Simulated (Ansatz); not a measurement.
Geometry relaxation, with input and output: Si$_{4}$NH$_{11}$O$_{3}$ (part 3 of 4)

Continued. System: Si$_{4}$NH$_{11}$O$_{3}$. Method: RKS PBE/STO-3G (Ansatz 0.2.0). It belongs to a series of runs on one base structure; here: start relaxed.

Geometry of the input (Å):
```
Si 0.0000  0.0000  0.0000
N  0.0000  0.0000  1.8200
H  -0.8770  -0.2713  2.3500
H  0.8770  0.2713  2.3500
O  1.5842  0.0000  -0.5594
Si 2.4906  -1.3762  -0.8866
H  1.6598  -2.3521  -1.5857
H  3.6318  -1.0202  -1.7249
H  2.9691  -1.9538  0.3660
O  -0.7913  1.3709  -0.5594
Si -2.4002  1.4263  -1.0396
H  -3.2124  0.6421  -0.1138
H  -2.8620  2.8114  -1.0378
H  -2.5267  0.8736  -2.3850
O  -0.7913  -1.3709  -0.5594
Si -1.6730  -2.4329  0.3983
H  -1.2634  -2.2870  1.7920
H  -3.0964  -2.1323  0.2761
H  -1.4264  -3.8036  -0.0398
```

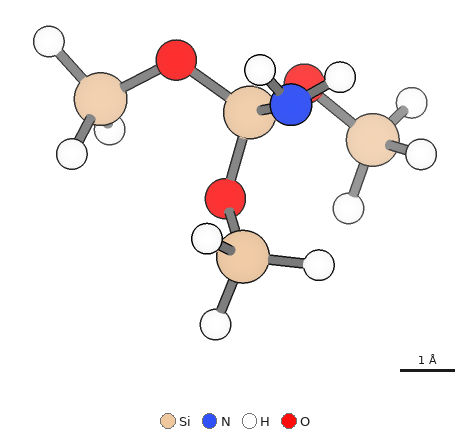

Fig. 1: The geometry at step 20 of the log (ball-and-stick view, seen at a tilt).

## Trajectory as extended XYZ, continued
```
19
Properties=species:S:1:pos:R:3:forces:R:3 step=13 energy=-38827.63177
Si   -0.1312    0.0332    0.1708   -0.0201   0.0405  -0.0794
N     0.1289   -0.2095    1.9261    0.0641   0.0003   0.0854
H    -0.4941    0.4598    2.4644   -0.0004   0.0146  -0.0248
H     1.1063    0.1222    2.1808   -0.0902  -0.0325  -0.0314
O     1.3705    0.1385   -0.6311   -0.0190  -0.0379   0.0199
Si    2.2591   -1.3235   -0.7911    0.0154   0.0318   0.0268
H     1.5460   -2.3489   -1.5532    0.0113   0.0007  -0.0093
H     3.4825   -0.9662   -1.4965   -0.0187  -0.0085  -0.0064
H     2.6178   -1.9045    0.5046   -0.0065  -0.0015  -0.0104
O    -0.9349    1.4963   -0.1531   -0.0147   0.0191   0.0211
Si   -2.3232    1.3669   -1.1625    0.0787  -0.0377  -0.0182
H    -3.4176    0.6252   -0.5370   -0.0351   0.0404   0.0142
H    -2.7493    2.7468   -1.3663   -0.0207  -0.0414   0.0219
H    -2.0624    0.7686   -2.4707    0.0102   0.0178  -0.0166
O    -1.1054   -1.1794   -0.5037    0.0240  -0.0348  -0.0054
Si   -1.6192   -2.5431    0.3977   -0.0571  -0.2371   0.2179
H    -0.6674   -2.9914    1.4368   -0.2674   0.1150  -0.2863
H    -2.9294   -2.2684    1.0301    0.3679  -0.0942  -0.1433
H    -1.7846   -3.6272   -0.5852   -0.0219   0.2453   0.2244
19
Properties=species:S:1:pos:R:3:forces:R:3 step=14 energy=-38827.64459
Si   -0.1356    0.0333    0.1716    0.0073   0.0375  -0.0333
N     0.1114   -0.2094    1.9306   -0.0046  -0.0133   0.0444
H    -0.5102    0.4702    2.4588    0.0068   0.0060  -0.0201
H     1.0881    0.1184    2.1885   -0.0317  -0.0152  -0.0092
O     1.3697    0.1385   -0.6221   -0.0132  -0.0256   0.0203
Si    2.2612   -1.3212   -0.7826    0.0041   0.0165  -0.0231
H     1.5552   -2.3438   -1.5553   -0.0030  -0.0018   0.0103
H     3.4825   -0.9617   -1.4897    0.0011   0.0037   0.0136
H     2.6164   -1.9074    0.5114   -0.0014   0.0002  -0.0057
O    -0.9392    1.4962   -0.1534   -0.0250  -0.0053  -0.0023
Si   -2.3175    1.3627   -1.1769   -0.0049   0.0228   0.0184
H    -3.4252    0.6321   -0.5590    0.0214  -0.0142  -0.0166
H    -2.7552    2.7398   -1.3701    0.0178  -0.0130  -0.0109
H    -2.0430    0.7778   -2.4896   -0.0021   0.0042   0.0224
O    -1.1058   -1.1812   -0.5040    0.0244  -0.0588  -0.0422
Si   -1.6044   -2.5487    0.4003   -0.1647  -0.1959   0.2083
H    -0.6142   -3.0422    1.3770   -0.2042   0.0874  -0.2673
H    -2.8633   -2.2557    1.1162    0.3026  -0.0687  -0.1286
H    -1.8786   -3.6023   -0.5909    0.0692   0.2334   0.2214
19
Properties=species:S:1:pos:R:3:forces:R:3 step=15 energy=-38827.67219
Si   -0.1486    0.0215    0.1597    0.0074   0.0036   0.0344
N     0.0386   -0.2531    1.9258   -0.0427  -0.0472  -0.1015
H    -0.5535    0.4616    2.4387   -0.0087   0.0542   0.0303
H     1.0258    0.0110    2.2097    0.0265   0.0129   0.0359
O     1.3723    0.1485   -0.5959    0.0175  -0.0096  -0.0018
Si    2.2730   -1.3005   -0.7907   -0.0041  -0.0162  -0.0131
H     1.5776   -2.3097   -1.5902   -0.0014   0.0071   0.0074
H     3.4960   -0.9168   -1.4817    0.0011   0.0128   0.0095
H     2.6276   -1.9164    0.4897   -0.0072   0.0082  -0.0017
O    -0.9476    1.4877   -0.1570   -0.0210   0.0115   0.0090
Si   -2.3098    1.3662   -1.2015   -0.0116   0.0188   0.0009
H    -3.4221    0.6232   -0.6082    0.0080  -0.0077  -0.0102
H    -2.7452    2.7441   -1.3903    0.0076  -0.0067  -0.0058
H    -2.0117    0.7912   -2.5127   -0.0015   0.0020   0.0042
O    -1.0919   -1.2073   -0.5372    0.0269  -0.0590   0.0183
Si   -1.5905   -2.5306    0.4400   -0.0492  -0.0743   0.0316
H    -0.5461   -3.0796    1.3078   -0.0523   0.0139  -0.0897
H    -2.7519   -2.1812    1.2647    0.0975  -0.0065  -0.0293
H    -1.9994   -3.5645   -0.5099    0.0073   0.0820   0.0715
19
Properties=species:S:1:pos:R:3:forces:R:3 step=16 energy=-38827.68792
Si   -0.1568    0.0131    0.1540   -0.0247  -0.0214  -0.0543
N    -0.0232   -0.2692    1.9236    0.0620   0.0932   0.0942
H    -0.5791    0.4902    2.4216    0.0734  -0.0729  -0.0466
H     0.9763   -0.0667    2.2341   -0.1621  -0.0305  -0.0441
O     1.3777    0.1568   -0.5696    0.0023   0.0153  -0.0123
Si    2.2788   -1.2873   -0.7929   -0.0084   0.0157   0.0188
H     1.5865   -2.2800   -1.6151    0.0197   0.0032  -0.0047
H     3.5067   -0.8810   -1.4625   -0.0053  -0.0150   0.0004
H     2.6228   -1.9239    0.4803    0.0010  -0.0102  -0.0078
O    -0.9571    1.4796   -0.1616   -0.0254  -0.0108   0.0064
Si   -2.3075    1.3683   -1.2227    0.0224  -0.0091  -0.0083
H    -3.4207    0.6100   -0.6514   -0.0040   0.0127   0.0012
H    -2.7398    2.7472   -1.4086   -0.0095  -0.0064   0.0066
H    -1.9922    0.8014   -2.5331    0.0079   0.0038  -0.0054
O    -1.0682   -1.2372   -0.5585    0.0519  -0.0300   0.0891
Si   -1.5704   -2.5301    0.4649   -0.1255  -0.0464   0.0384
H    -0.4788   -3.1627    1.2165   -0.1308   0.0568  -0.1061
H    -2.6278   -2.1132    1.4012    0.1889  -0.0895  -0.1228
H    -2.1346   -3.5200   -0.4592    0.0661   0.1417   0.1573
19
Properties=species:S:1:pos:R:3:forces:R:3 step=17 energy=-38827.69079
Si   -0.1664    0.0076    0.1472   -0.0023  -0.0427  -0.0084
N    -0.0751   -0.2921    1.9204    0.0989   0.0485  -0.0386
H    -0.6030    0.4906    2.4095    0.0337  -0.0269   0.0093
H     0.9265   -0.1384    2.2489   -0.1254  -0.0086  -0.0275
O     1.3781    0.1694   -0.5520    0.0094  -0.0044  -0.0106
Si    2.2871   -1.2680   -0.7921    0.0126  -0.0473  -0.0284
H     1.6185   -2.2477   -1.6499   -0.0079   0.0259   0.0211
H     3.5222   -0.8509   -1.4422   -0.0063   0.0180   0.0284
H     2.6186   -1.9357    0.4693   -0.0129   0.0207  -0.0137
O    -0.9713    1.4716   -0.1654   -0.0109  -0.0135   0.0077
Si   -2.3017    1.3663   -1.2513   -0.0263   0.0396   0.0312
H    -3.4240    0.6054   -0.7013    0.0156  -0.0311  -0.0213
H    -2.7443    2.7438   -1.4216    0.0181   0.0050  -0.0168
H    -1.9596    0.8195   -2.5638   -0.0035  -0.0086   0.0060
O    -1.0549   -1.2568   -0.5727   -0.0043  -0.0562   0.1297
Si   -1.5584   -2.5207    0.4925   -0.1715  -0.1296   0.1684
H    -0.4345   -3.2324    1.1261   -0.2125   0.1273  -0.1285
H    -2.4982   -2.0676    1.5413    0.2422  -0.1340  -0.2968
H    -2.2672   -3.4684   -0.3821    0.1533   0.2179   0.1888
19
Properties=species:S:1:pos:R:3:forces:R:3 step=18 energy=-38827.68266 accepted=F
Si   -0.1827   -0.0124    0.1337    0.1078  -0.0915   0.4733
N    -0.0252   -0.2764    1.8986   -0.0911   0.0057   0.2249
H    -0.5045    0.4964    2.4382   -0.2832   0.0598  -0.1321
H     0.9676   -0.1764    2.2448    0.2508  -0.1420  -0.2372
O     1.3479    0.1844   -0.5901   -0.0667   0.0519  -0.1122
Si    2.2734   -1.2468   -0.8164   -0.0256   0.0066  -0.0158
H     1.6301   -2.2202   -1.6981    0.0121  -0.0009  -0.0079
H     3.5210   -0.8091   -1.4261    0.0096   0.0036   0.0016
H     2.5796   -1.9233    0.4465   -0.0181   0.0189  -0.0124
O    -1.0786    1.4144   -0.0794    0.1392  -0.0094  -0.0707
Si   -2.3044    1.3893   -1.2802   -0.0801  -0.0182  -0.0389
H    -3.4406    0.5570   -0.8825    0.0028   0.0004  -0.0280
H    -2.7608    2.7684   -1.3848   -0.0023   0.0053   0.0027
H    -1.8495    0.9459   -2.5980    0.0217  -0.0118   0.0155
O    -0.9986   -1.3438   -0.5367   -0.0313   0.0712  -0.1156
Si   -1.5784   -2.5489    0.5444    0.0897   0.0862   0.0528
H    -0.4993   -3.2668    1.2196   -0.0171  -0.0273   0.0111
H    -2.5197   -2.0477    1.5437   -0.0112   0.0021  -0.0002
H    -2.2850   -3.4887   -0.3162   -0.0070  -0.0105  -0.0110
19
Properties=species:S:1:pos:R:3:forces:R:3 step=19 energy=-38827.70266
Si   -0.1713    0.0008    0.1550   -0.0028  -0.0159   0.0248
N    -0.0491   -0.2870    1.9219    0.0026  -0.0117  -0.0116
H    -0.5663    0.4904    2.4268    0.0315  -0.0110  -0.0028
H     0.9549   -0.1524    2.2390   -0.0231   0.0099   0.0093
O     1.3593    0.1771   -0.5727   -0.0304   0.0239  -0.0185
Si    2.2754   -1.2565   -0.8094    0.0091   0.0172   0.0259
H     1.6176   -2.2312   -1.6792    0.0101   0.0036  -0.0102
H     3.5209   -0.8250   -1.4291   -0.0095  -0.0099  -0.0054
H     2.5877   -1.9252    0.4554   -0.0039  -0.0119  -0.0054
O    -1.0099    1.4520   -0.1238   -0.0182   0.0130  -0.0252
Si   -2.2970    1.3697   -1.2629    0.0122  -0.0643  -0.0021
H    -3.4253    0.5670   -0.7847    0.0274   0.0387  -0.0083
H    -2.7442    2.7475   -1.4179   -0.0063  -0.0038   0.0050
H    -1.8987    0.8561   -2.5741    0.0062   0.0160   0.0205
O    -1.0420   -1.2810   -0.5460    0.0109  -0.0047  -0.0028
Si   -1.5673   -2.5283    0.5184   -0.0386   0.0049  -0.0287
H    -0.4691   -3.2536    1.1528    0.0078   0.0037   0.0122
H    -2.5027   -2.0689    1.5422    0.0050   0.0081   0.0276
H    -2.2806   -3.4562   -0.3508    0.0103  -0.0055  -0.0040
19
Properties=species:S:1:pos:R:3:forces:R:3 step=20 energy=-38827.70411
Si   -0.1780   -0.0064    0.1599    0.0148  -0.0085   0.0568
N    -0.0386   -0.2971    1.9233   -0.0283  -0.0042   0.0263
H    -0.5432    0.4799    2.4395   -0.0225   0.0086  -0.0094
H     0.9661   -0.1729    2.2373    0.0410  -0.0096  -0.0163
O     1.3443    0.1856   -0.5810   -0.0120   0.0072  -0.0258
Si    2.2703   -1.2418   -0.8203   -0.0071  -0.0083  -0.0184
H     1.6307   -2.2067   -1.7144   -0.0042   0.0050   0.0016
H     3.5198   -0.8016   -1.4251    0.0047   0.0049   0.0172
H     2.5668   -1.9297    0.4381    0.0037   0.0040  -0.0063
O    -1.0328    1.4379   -0.1030    0.0070   0.0053  -0.0030
Si   -2.2885    1.3644   -1.2753   -0.0088   0.0072  -0.0001
H    -3.4256    0.5557   -0.8329    0.0200  -0.0073  -0.0214
H    -2.7436    2.7408   -1.4178    0.0042   0.0027  -0.0079
H    -1.8507    0.8776   -2.5841   -0.0108  -0.0052   0.0216
O    -1.0377   -1.2976   -0.5355   -0.0052   0.0145  -0.0407
Si   -1.5820   -2.5288    0.5365    0.0872   0.0242   0.0039
H    -0.4902   -3.2481    1.1858    0.0258  -0.0330   0.0113
H    -2.5074   -2.0532    1.5592   -0.0656   0.0179   0.0243
H    -2.2874   -3.4626   -0.3294   -0.0440  -0.0256  -0.0136
19
Properties=species:S:1:pos:R:3:forces:R:3 step=21 energy=-38827.70602
Si   -0.1837   -0.0121    0.1667    0.0279  -0.0011   0.0588
N    -0.0314   -0.3061    1.9279   -0.0365   0.0010   0.0455
H    -0.5228    0.4733    2.4521   -0.0511   0.0174  -0.0144
H     0.9756   -0.1939    2.2376    0.0639  -0.0219  -0.0357
O     1.3304    0.1952   -0.5872   -0.0066  -0.0067  -0.0252
Si    2.2648   -1.2256   -0.8357    0.0011  -0.0221  -0.0134
H     1.6412   -2.1770   -1.7563    0.0046   0.0178   0.0101
H     3.5234   -0.7719   -1.4116   -0.0057   0.0045   0.0089
H     2.5467   -1.9350    0.4147   -0.0063   0.0097  -0.0141
O    -1.0521    1.4265   -0.0830    0.0015   0.0047   0.0037
Si   -2.2788    1.3604   -1.2863   -0.0019  -0.0077  -0.0241
H    -3.4189    0.5361   -0.8828    0.0111   0.0028  -0.0103
H    -2.7389    2.7355   -1.4261    0.0012  -0.0016  -0.0040
H    -1.8065    0.8875   -2.5887   -0.0088   0.0068   0.0292
O    -1.0333   -1.3122   -0.5247   -0.0050   0.0048  -0.0296
Si   -1.5906   -2.5286    0.5586    0.0501   0.0126  -0.0011
H    -0.5046   -3.2595    1.2065    0.0058  -0.0189   0.0131
H    -2.5144   -2.0389    1.5778   -0.0253   0.0192   0.0185
H    -2.3137   -3.4582   -0.2984   -0.0199  -0.0214  -0.0161
19
Properties=species:S:1:pos:R:3:forces:R:3 step=22 energy=-38827.70749
Si   -0.1981   -0.0302    0.1901    0.0539   0.0263   0.0127
N    -0.0141   -0.3288    1.9456   -0.0248   0.0270   0.0932
H    -0.4756    0.4576    2.4869   -0.0424   0.0010  -0.0415
H     1.0013   -0.2486    2.2387    0.0340  -0.0234  -0.0574
O     1.2928    0.2200   -0.6012   -0.0414  -0.0377   0.0047
Si    2.2480   -1.1819   -0.8829    0.0286  -0.0698  -0.0306
H     1.6659   -2.0862   -1.8821    0.0581   0.0823   0.0805
H     3.5295   -0.6869   -1.3784   -0.0851  -0.0425   0.0229
H     2.4825   -1.9568    0.3419   -0.0118   0.0404  -0.0821
O    -1.1069    1.3918   -0.0241   -0.0994  -0.0264  -0.0932
Si   -2.2492    1.3470   -1.3174    0.0428  -0.1057  -0.0211
H    -3.4024    0.4867   -1.0221    0.1075   0.0844  -0.0160
H    -2.7214    2.7188   -1.4510   -0.0019  -0.0080   0.0038
H    -1.6776    0.9164   -2.6005   -0.0474   0.0472   0.1394
O    -1.0165   -1.3565   -0.4918    0.0041  -0.0255   0.0033
Si   -1.6140   -2.5314    0.6196   -0.0031   0.0200  -0.0039
H    -0.5522   -3.2902    1.2787   -0.0183   0.0121   0.0059
H    -2.5264   -1.9919    1.6276    0.0310  -0.0018  -0.0125
H    -2.3732   -3.4536   -0.2166    0.0156   0.0002  -0.0082
19
Properties=species:S:1:pos:R:3:forces:R:3 step=23 energy=-38827.70967
Si   -0.1962   -0.0275    0.1896    0.0056   0.0384   0.0281
N    -0.0217   -0.3224    1.9473   -0.0185   0.0161   0.0582
H    -0.4918    0.4647    2.4804   -0.0178  -0.0002  -0.0275
H     0.9932   -0.2333    2.2409    0.0180  -0.0111  -0.0301
O     1.2981    0.2154   -0.5935   -0.0072  -0.0209  -0.0084
Si    2.2458   -1.1900   -0.8796    0.0286  -0.0398  -0.0300
H     1.6558   -2.0930   -1.8712    0.0245   0.0421   0.0411
H     3.5234   -0.7033   -1.3878   -0.0471  -0.0171   0.0159
H     2.4891   -1.9624    0.3426   -0.0118   0.0201  -0.0404
O    -1.0996    1.3971   -0.0319    0.0187  -0.0447   0.0197
Si   -2.2489    1.3474   -1.3107   -0.0411  -0.0565  -0.0692
H    -3.3989    0.4923   -0.9986    0.0637   0.0544  -0.0207
H    -2.7199    2.7192   -1.4468   -0.0061  -0.0054  -0.0039
H    -1.6886    0.9096   -2.5931   -0.0313   0.0276   0.0742
O    -1.0167   -1.3504   -0.4958    0.0226   0.0057  -0.0161
Si   -1.6077   -2.5310    0.6102   -0.0063  -0.0082   0.0093
H    -0.5437   -3.2798    1.2762   -0.0073   0.0022   0.0050
H    -2.5267   -1.9984    1.6146    0.0083   0.0003  -0.0038
H    -2.3527   -3.4591   -0.2319    0.0046  -0.0033  -0.0015
19
Properties=species:S:1:pos:R:3:forces:R:3 step=24 energy=-38827.71250
Si   -0.1981   -0.0328    0.2101   -0.0617  -0.0613  -0.0963
N    -0.0335   -0.3135    1.9720    0.1225  -0.0619  -0.0583
H    -0.4600    0.5066    2.4880   -0.0273   0.0882   0.0513
H     0.9930   -0.2597    2.2395   -0.0523   0.0032   0.0507
O     1.2871    0.2185   -0.5862    0.0327   0.0435   0.0109
Si    2.2325   -1.1826   -0.9006   -0.0417  -0.0057   0.0036
H     1.6494   -2.0549   -1.9191    0.0036   0.0024  -0.0066
H     3.5149   -0.6909   -1.3848    0.0002   0.0110   0.0004
H     2.4612   -1.9875    0.3011    0.0000  -0.0003  -0.0042
O    -1.1334    1.3690   -0.0067    0.0305   0.0254   0.0333
Si   -2.2428    1.3457   -1.3198    0.0039  -0.0144  -0.0044
H    -3.3921    0.4805   -1.0551   -0.0044  -0.0054  -0.0058
H    -2.7208    2.7162   -1.4436    0.0068  -0.0005   0.0063
H    -1.6477    0.9358   -2.5914    0.0082   0.0012   0.0005
O    -0.9685   -1.3825   -0.4820   -0.0109  -0.0159   0.0241
Si   -1.6044   -2.5375    0.6267   -0.0138   0.0001  -0.0122
H    -0.5663   -3.2858    1.3326   -0.0011  -0.0007   0.0059
H    -2.5407   -1.9778    1.5996   -0.0006  -0.0018  -0.0036
H    -2.3375   -3.4715   -0.2193    0.0054  -0.0071   0.0043
19
Properties=species:S:1:pos:R:3:forces:R:3 step=25 energy=-38827.71699
Si   -0.2053   -0.0467    0.2327   -0.0657  -0.0825  -0.0953
N    -0.0346   -0.3059    1.9982    0.0964   0.0102  -0.0173
H    -0.4310    0.5405    2.5020    0.0282  -0.0029  -0.0049
H     0.9970   -0.2788    2.2551   -0.0922   0.0126   0.0431
O     1.2671    0.2291   -0.5793    0.0366   0.0270   0.0098
Si    2.2091   -1.1641   -0.9385   -0.0385  -0.0213   0.0010
H     1.6434   -1.9886   -2.0067   -0.0017   0.0162   0.0169
H     3.4993   -0.6562   -1.3828    0.0133   0.0096   0.0024
H     2.4192   -2.0215    0.2313   -0.0072   0.0128  -0.0279
O    -1.1706    1.3366    0.0302   -0.0121   0.0218  -0.0130
Si   -2.2191    1.3383   -1.3348    0.0280  -0.0089   0.0282
H    -3.3692    0.4533   -1.1425    0.0208   0.0049  -0.0167
H    -2.7065    2.7070   -1.4415    0.0020  -0.0057  -0.0038
H    -1.5603    0.9687   -2.5888   -0.0105   0.0047   0.0281
O    -0.9348   -1.4231   -0.4565   -0.0036   0.0032   0.0784
Si   -1.6138   -2.5480    0.6599    0.0276  -0.0148   0.0030
H    -0.6010   -3.2864    1.4141   -0.0226   0.0192  -0.0149
H    -2.5720   -1.9599    1.5955    0.0075  -0.0068  -0.0291
H    -2.3246   -3.4990   -0.1866   -0.0064   0.0008   0.0121
19
Properties=species:S:1:pos:R:3:forces:R:3 step=26 energy=-38827.71960
Si   -0.2140   -0.0682    0.2742   -0.0709  -0.1278  -0.1024
N    -0.0428   -0.2871    2.0475    0.0394   0.1666   0.0605
H    -0.3966    0.6018    2.5205    0.0893  -0.1808  -0.0889
H     0.9924   -0.2927    2.2973   -0.1169   0.0152   0.0163
O     1.2422    0.2477   -0.5539    0.0672  -0.0473  -0.0166
Si    2.1644   -1.1351   -1.0092   -0.1088  -0.1162   0.0645
H     1.6005   -1.8655   -2.1520    0.0621   0.1030   0.1029
H     3.4722   -0.6113   -1.3849   -0.0220  -0.0267  -0.0085
H     2.3376   -2.0923    0.0950   -0.0065   0.1151  -0.1354
O    -1.2277    1.2849    0.0902   -0.1199   0.0067  -0.1873
Si   -2.1729    1.3299   -1.3561    0.0425  -0.1567   0.0251
H    -3.3142    0.4029   -1.2947    0.1570   0.1269   0.0041
H    -2.6853    2.6913   -1.4432    0.0048  -0.0194   0.0037
H    -1.4124    1.0242   -2.5767   -0.0679   0.0468   0.1574
O    -0.8720   -1.4900   -0.4074    0.0228   0.0543   0.1812
Si   -1.6156   -2.5718    0.7159   -0.0126   0.0196   0.0536
H    -0.6445   -3.2872    1.5524   -0.0991   0.0731  -0.0828
H    -2.6229   -1.9387    1.5749    0.1086  -0.0515  -0.0697
H    -2.2961   -3.5475   -0.1289    0.0309  -0.0007   0.0225
```
